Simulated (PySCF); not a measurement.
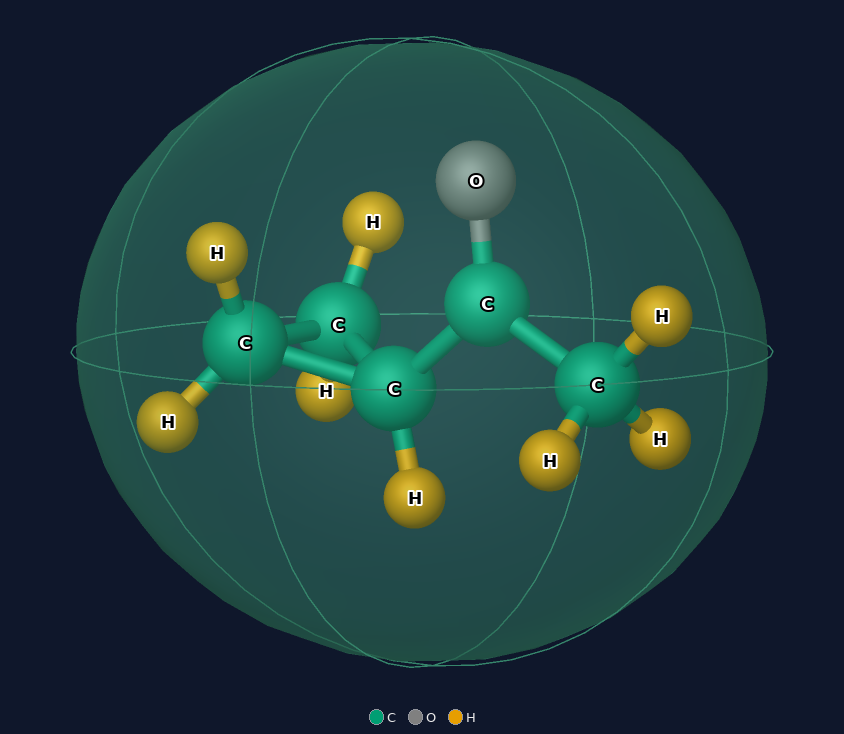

The ellipsoid shows the static dipole polarisability: its half-axes are proportional to the principal values. Computed geometry: GFN2-xTB optimisation. No frequency run is at hand to confirm it as a minimum. Method: B3LYP/def2-SVPD (PySCF 2.14.0).

### How large and how anisotropic is the polarisability?

Principal values 52.7, 59.2, 72.4 bohr³; mean 61.5 bohr³ (9.11 Å³); anisotropy 17.4 bohr³, so the longest axis is 1.37 times the shortest.
